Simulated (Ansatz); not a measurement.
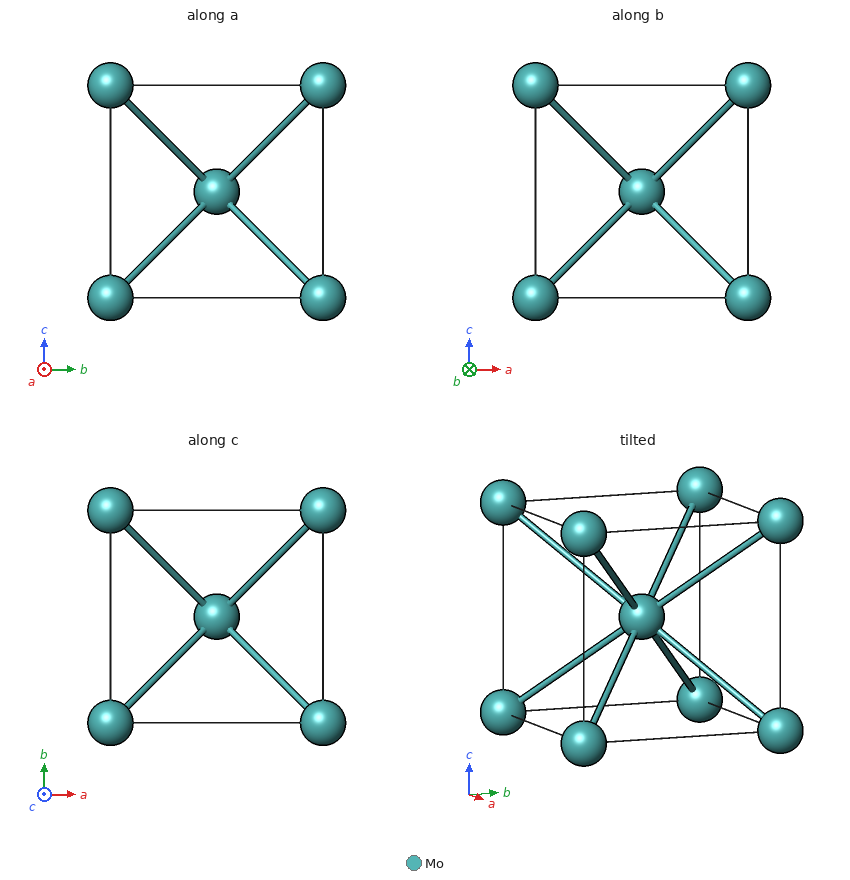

We look at a ball-and-stick model of the crystal along the a axis, along the b axis, along the c axis and slightly off an axis. The outline marks the conventional unit cell.

Lattice parameters: a = 3.150 Å, b = 3.150 Å, c = 3.150 Å, α = 90.00°, β = 90.00°, γ = 90.00°.

Q: Put the structure into a table of Wyckoff sites.

A: Space group Im-3m (No. 229).
```tsv
atom	site	x	y	z
Mo	2a	0.0000	0.0000	0.0000
```

Origin of the cell: the standard structure of this element. Earlier steps of the study may have refined or changed the cell and positions. Ansatz was used for an electronic-structure calculation on it.
